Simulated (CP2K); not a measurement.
# GeH3OF (SMILES [OH][GeH2][F]): GFN1-xTB

Aim: the energy difference between two shapes of GeH3OF at GFN1-xTB, from 2 runs. 

The calculation is run with CP2K 2026.2.

4 further runs of the same task are left out: 2 that didn't finish, 2 set aside as unsound or not needed.

### Step 1. The structure to begin with

GeH3OF has 6 atoms, charge 0, and is taken as a singlet. As SMILES, `[OH][GeH2][F]`. Geometry: a GFN2-xTB relaxation, a rough one for these elements and not checked as a minimum. This is one conformer, not always the lowest.

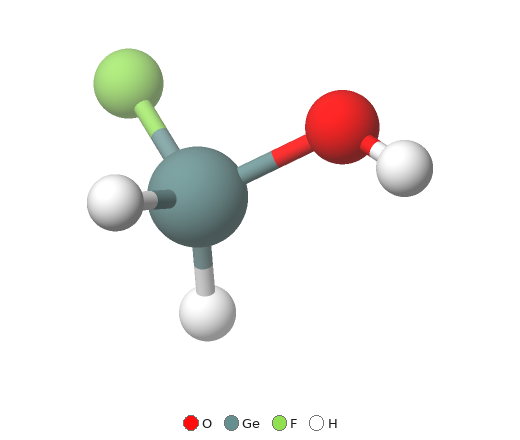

The structure, seen from a chosen angle (oxygen red, germanium teal, fluorine green, hydrogen white).

### Step 2. Energy and forces at GFN1-xTB

Input file molecule.xyz:

```xyz
6

O     -1.077210    -0.549790    -0.501670
Ge     0.347080     0.146520     0.164270
F      1.165020    -1.268030     0.695300
H     -1.752540    -0.003650    -0.895700
H      1.241700     0.747690    -0.875800
H      0.075950     0.927250     1.413600
```

Input file calc.inp:

```
&global
 project calc
 run_type ENERGY_FORCE
 print_level MEDIUM
&end
&force_eval
 method Quickstep
 &dft
  &qs
   method XTB
   eps_default 1.0E-10
   &xtb
    gfn_type 1
    check_atomic_charges F
   &end
  &end
  &poisson
   periodic NONE
   poisson_solver ANALYTIC
  &end
  &scf
   scf_guess ATOMIC
   eps_scf 1.0E-06
   max_scf 40
   &ot
    minimizer CG
    preconditioner FULL_SINGLE_INVERSE
   &end
   &outer_scf
    eps_scf 1.0E-06
    max_scf 10
   &end
  &end
  &print
   &moments
    periodic F
    reference COM
    max_moment 1
   &end
   &mo_cubes
    nlumo 3
    nhomo -1
    write_cube F
   &end
   &hirshfeld OFF
   &end
  &end
 &end
 &subsys
  &cell
   abc 13 12.2 12.3
   periodic NONE
  &end
  &topology
   coord_file_name molecule.xyz
   coord_file_format XYZ
   &center_coordinates
   &end
  &end
 &end
 &print
  &forces ON
  &end
 &end
&end
```

Launch:

```
$ OMP_NUM_THREADS=1 cp2k.psmp calc.inp > calc.out
```

Standard output (excerpt; [...] marks lines left out):

```text
CP2K| version string:                                       CP2K version 2026.2
[...]
 GLOBAL| Method name                                                        CP2K
[...]
 GLOBAL| Run type                                                   ENERGY_FORCE
[...]
                             - Atoms:                                          6
[...]
                             - Spherical basis functions:                     23
[...]
 Number of electrons:                                                         20
[...]
     1 OT CG       0.80E-01    0.0     0.42669032       -12.5525254370 -1.26E+01
[...]
    29 OT CG       0.67E-01    0.0     0.00000082       -13.1580412961 -1.02E-11
  *** SCF run converged in    29 steps ***
[...]
 TB_DIPOLE| Moment [Debye]         -1.13817667       3.50512045      -0.87793561
 TB_DIPOLE| Derivative [a.u.]       0.00000000       0.00000000       0.00000000
[...]
 ENERGY| Total FORCE_EVAL ( QS ) energy [hartree]            -13.158041296133444
 FORCES| Atomic forces [hartree/bohr]
 FORCES|   Atom     x               y               z               |f|
 FORCES|      1 -1.17589527E-02 -5.38052495E-03 -5.65760137E-03   1.41149378E-02
 FORCES|      2  1.59307998E-02  1.12763016E-02  7.53519916E-03   2.09218686E-02
 FORCES|      3  4.36303508E-04 -1.47739072E-03  2.37341916E-04   1.55864533E-03
 FORCES|      4 -1.26338595E-03 -1.84117295E-04 -6.38441511E-04   1.42746306E-03
 FORCES|      5 -5.65726161E-03 -1.56506785E-03  7.01832053E-03   9.14936443E-03
 FORCES|      6  2.31249693E-03 -2.66920080E-03 -8.49481873E-03   9.19968587E-03
 FORCES| Sum    -3.46944695E-18 -7.41594286E-17  1.21430643E-17
 FORCES| Total atomic force                                       7.52270691E-17
[...]
```

It took 1.4 s on 1 thread of Intel Xeon 6975P-C (Granite Rapids), shared host; peak memory 0.2 GiB.

### Step 3. The distorted shape, same level

Input file molecule.xyz:

```xyz
6

O     -1.122074    -0.553977    -0.457347
Ge     0.303281     0.241792     0.182552
F      1.183339    -1.261035     0.590030
H     -1.759794    -0.043143    -0.853179
H      1.269725     0.827391    -0.905728
H      0.110171     0.946312     1.411937
```

Input file qs.inp:

```
&global
 project_name qs
 run_type ENERGY_FORCE
 print_level MEDIUM
&end global
&force_eval
 method QUICKSTEP
 &dft
  charge 0
  multiplicity 1
  &qs
   method XTB
   eps_default 1.0E-10
   &xtb
    gfn_type 1
    check_atomic_charges F
   &end xtb
  &end qs
  &poisson
   periodic NONE
   poisson_solver ANALYTIC
  &end poisson
  # SCF settings
  &scf
   scf_guess ATOMIC
   eps_scf 1.0E-06
   max_scf 100
   &diagonalization
    algorithm STANDARD
   &end diagonalization
   &mixing
    method BROYDEN_MIXING
    alpha 0.4
    nbuffer 8
   &end mixing
  &end scf
  # extra output
  &print
   &moments
    periodic F
    reference COM
    max_moment 1
   &end moments
   &mo ON
    energies T
    occupation_numbers T
    ndigits 6
    &each
     qs_scf 0
    &end each
    add_last NUMERIC
   &end mo
   &hirshfeld OFF
   &end hirshfeld
  &end print
 &end dft
 # atoms, cell and kinds
 &subsys
  # vacuum box
  &cell
   abc [angstrom] 13 12.2 12.3
   periodic NONE
  &end cell
  &topology
   coord_file_name molecule.xyz
   coord_file_format XYZ
   &center_coordinates
   &end center_coordinates
  &end topology
 &end subsys
 &print
  &forces ON
  &end forces
 &end print
&end force_eval
```

Launch:

```
$ OMP_NUM_THREADS=1 cp2k.psmp qs.inp > qs.out
```

Standard output (excerpt; [...] marks lines left out):

```text
CP2K| version string:                                       CP2K version 2026.2
[...]
 GLOBAL| Method name                                                        CP2K
[...]
 GLOBAL| Run type                                                   ENERGY_FORCE
[...]
                             - Atoms:                                          6
[...]
                             - Spherical basis functions:                     23
[...]
 Number of electrons:                                                         20
[...]
     1 NoMix/Diag. 0.40E+00    0.0     2.04945496       -12.5352315834 -1.25E+01
[...]
    50 Broy./Diag. 0.40E+00    0.0     0.00000037       -13.1511161868  6.05E-07
  *** SCF run converged in    50 steps ***
[...]
 TB_DIPOLE| Moment [Debye]         -1.26288681       3.85907644      -0.58958000
 TB_DIPOLE| Derivative [a.u.]       0.00000000       0.00000000       0.00000000
[...]
 ENERGY| Total FORCE_EVAL ( QS ) energy [hartree]            -13.151116199933080
 FORCES| Atomic forces [hartree/bohr]
 FORCES|   Atom     x               y               z               |f|
 FORCES|      1  3.59211768E-02 -2.33391916E-02  2.24844327E-02   4.83797325E-02
 FORCES|      2  3.10584049E-02 -1.94249204E-02 -3.03051600E-02   4.75431884E-02
 FORCES|      3 -5.38442454E-03  1.19080536E-02  2.88750337E-04   1.30719985E-02
 FORCES|      4 -3.92620373E-02  2.83684560E-02 -2.38842220E-02   5.40067859E-02
 FORCES|      5 -1.93833882E-02 -6.44627295E-03  1.85753933E-02   2.76100599E-02
 FORCES|      6 -2.94973171E-03  8.93387525E-03  1.28408057E-02   1.59185846E-02
 FORCES| Sum    -9.62771529E-17  1.56125113E-16  9.71445147E-17
 FORCES| Total atomic force                                       2.07560588E-16
[...]
```

Wall time 1.2 s (1 thread of Intel Xeon 6975P-C (Granite Rapids), shared host); peak memory 0.19 GiB.

### Step 4. Results

Level: GFN1-xTB.

| quantity | value |
| --- | --- |
| first shape: total energy | -13.15804 Eh |
| first shape: dipole moment (from atomic charges alone) | 3.79 D |
| first shape: HOMO energy | -12.89 eV |
| first shape: dispersion energy | -2.75 kJ/mol |
| first shape: largest force on an atom | 1.076 eV/Å |
| distorted shape: total energy | -13.15112 Eh |
| distorted shape: dipole moment (from atomic charges alone) | 4.10 D |
| distorted shape: HOMO energy | -12.91 eV |
| distorted shape: dispersion energy | -2.75 kJ/mol |
| distorted shape: largest force on an atom | 2.777 eV/Å |
| energy change with the atoms displaced | 0.188 eV |

In words: With the atoms displaced the energy rises by 0.19 eV (18.2 kJ/mol). The first shape isn't relaxed at this level, so the change isn't measured from a minimum. The largest force (first shape) is 1.08 eV/Å: the shape isn't a stationary point for this species at this level. The dipole (first shape) comes from point charges on the atoms alone, without atomic dipoles, so it is partial. The dipole (distorted shape) comes from point charges on the atoms alone, without atomic dipoles, so it is partial.
